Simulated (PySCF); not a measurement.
# GeH2ClO (SMILES [O][GeH2][Cl]): UPBE/def2-SVP

Aim: the vertical doublet–quartet gap of GeH2ClO at UPBE/def2-SVP, from 2 runs. Input form: a Python script.

The results are computed with PySCF 2.14.0.

## Step 1: Starting point

The species is GeH2ClO (5 atoms), meant as a doublet with charge 0. SMILES: `[O][GeH2][Cl]`. The coordinates come from a PBE0-D4/def2-TZVP relaxation.

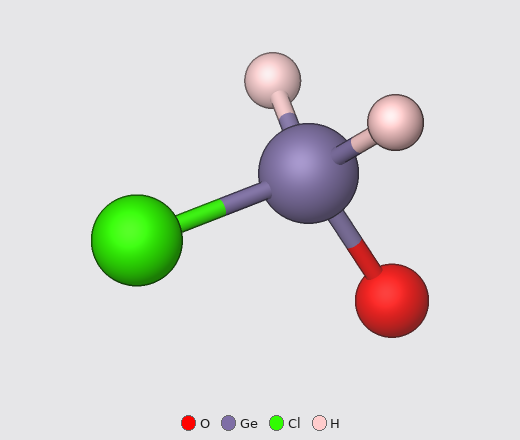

The structure, seen from a chosen angle (oxygen red, germanium purple, chlorine green, hydrogen pink).

## Step 2: A single-point energy at UPBE/def2-SVP

input.py reads:

```python
# [O][GeH2][Cl]
from pyscf import gto, dft

system = gto.M(
    atom=[
    ('O', (-0.272400, -0.591800, 1.625500)),
    ('Ge', (0.123700, -0.081200, -0.034500)),
    ('Cl', (-1.347100, 1.290100, -0.778900)),
    ('H', (0.081000, -1.343800, -0.899000)),
    ('H', (1.464600, 0.653000, 0.045400)),
],
    max_memory=1860,
    charge=0,
    basis='def2-svp',
    spin=1,
    verbose=3,
)

calc0 = dft.UKS(system, xc='pbe')
calc0.grids.level = 4
calc0.conv_tol = 1e-10
calc0.kernel()
if not calc0.converged:
    calc0 = calc0.newton().run(calc0.mo_coeff, calc0.mo_occ)

energy = calc0.e_tot
print('Final energy', energy)
```

Run with:

```
$ OMP_NUM_THREADS=1 python input.py
```

Output:

```text
converged SCF energy = -2612.54416022721  <S^2> = 0.75311619  2S+1 = 2.0031138
Final energy -2612.5441602272144
```

Wall time 18 s (1 thread of Arm Neoverse V1, shared host); peak memory 0.38 GiB.

## Step 3: The quartet at the same level

input.py reads:

```python
from pyscf import gto, dft

molecule = gto.M(
    atom=[
    ('O', (-0.272400, -0.591800, 1.625500)),
    ('Ge', (0.123700, -0.081200, -0.034500)),
    ('Cl', (-1.347100, 1.290100, -0.778900)),
    ('H', (0.081000, -1.343800, -0.899000)),
    ('H', (1.464600, 0.653000, 0.045400)),
],
    max_memory=1860,
    verbose=3,
    basis='def2-svp',
    spin=3,
)

mf = dft.UKS(molecule)
mf.xc = 'pbe'
mf.grids.level = 4
mf.conv_tol = 1e-10
mf.kernel()
if not mf.converged:
    mf = mf.newton().run(mf.mo_coeff, mf.mo_occ)

e_tot = mf.e_tot
print('Final energy', e_tot)
```

Run with:

```
$ OMP_NUM_THREADS=1 python input.py
```

Output:

```text
WARN: HOMO -0.0444736493544857 >= LUMO -0.343401779237869

WARN: HOMO -0.0131194822881824 >= LUMO -0.0350018493767452

WARN: HOMO -0.0393137176865443 >= LUMO -0.24357053150606

WARN: HOMO -0.0444059897669673 >= LUMO -0.244074673930494

WARN: HOMO -0.0471886070089131 >= LUMO -0.240047603174501

WARN: HOMO -0.0445597667192872 >= LUMO -0.261652246885123

WARN: HOMO -0.037219670379848 >= LUMO -0.264423517478796

WARN: HOMO -0.0371158036818451 >= LUMO -0.263496756867498

WARN: HOMO -0.0398883068571498 >= LUMO -0.264712886050518

WARN: HOMO -0.0372374456582252 >= LUMO -0.263506337441993

WARN: HOMO -0.0379420104408301 >= LUMO -0.263998166938179

WARN: HOMO -0.0395738566280124 >= LUMO -0.263760003936969

WARN: HOMO -0.0387905855028809 >= LUMO -0.261670137087035

WARN: HOMO -0.0399532430628931 >= LUMO -0.264701778494075

WARN: HOMO -0.0432244028164419 >= LUMO -0.249410670694902

WARN: HOMO -0.0412102311037565 >= LUMO -0.262680686043493

WARN: HOMO -0.0405454227572735 >= LUMO -0.259996997291595

WARN: HOMO -0.0415262659131703 >= LUMO -0.259822672526143

WARN: HOMO -0.0418317590455883 >= LUMO -0.259856842385651

WARN: HOMO -0.0415860959789698 >= LUMO -0.260017555080344

WARN: HOMO -0.0416848203601328 >= LUMO -0.260312220672384

WARN: HOMO -0.0417108620129754 >= LUMO -0.260310371635058

WARN: HOMO -0.0416975059017206 >= LUMO -0.260330195376385

WARN: HOMO -0.0416969190606027 >= LUMO -0.260348866626785

WARN: HOMO -0.0416967593129551 >= LUMO -0.260348248690705

WARN: HOMO -0.0416956713424179 >= LUMO -0.260344600513484

WARN: HOMO -0.0416958456823897 >= LUMO -0.260344971253186

WARN: HOMO -0.0416958563614944 >= LUMO -0.260344740513443

WARN: HOMO -0.0416957605694042 >= LUMO -0.260344951612414

converged SCF energy = -2612.31607743165  <S^2> = 3.7566039  2S+1 = 4.0033006
Final energy -2612.316077431649
```

Run time: 31 s. Hardware: 1 thread of Arm Neoverse V1, shared host; peak memory 0.38 GiB.

## Step 4: What came out

Level: UPBE/def2-SVP.

| quantity | value |
| --- | --- |
| doublet: total energy | -2612.54416 Eh |
| doublet: dipole moment | 2.15 D |
| doublet: HOMO energy (highest over α and β) | -7.01 eV |
| doublet: LUMO energy (lowest over α and β) | -6.21 eV |
| doublet: ⟨S²⟩ | 0.753 |
| quartet: total energy | -2612.31608 Eh |
| quartet: dipole moment | 1.18 D |
| quartet: HOMO energy (highest over α and β) | -1.13 eV |
| quartet: ⟨S²⟩ | 3.757 |
| vertical energy of the quartet above the doublet | 6.206 eV |

**Reading.** At this shape the quartet lies 6.21 eV (599 kJ/mol) above the doublet. Mulliken charges (doublet) run from -0.27 on O1 to +0.53 on Ge2.
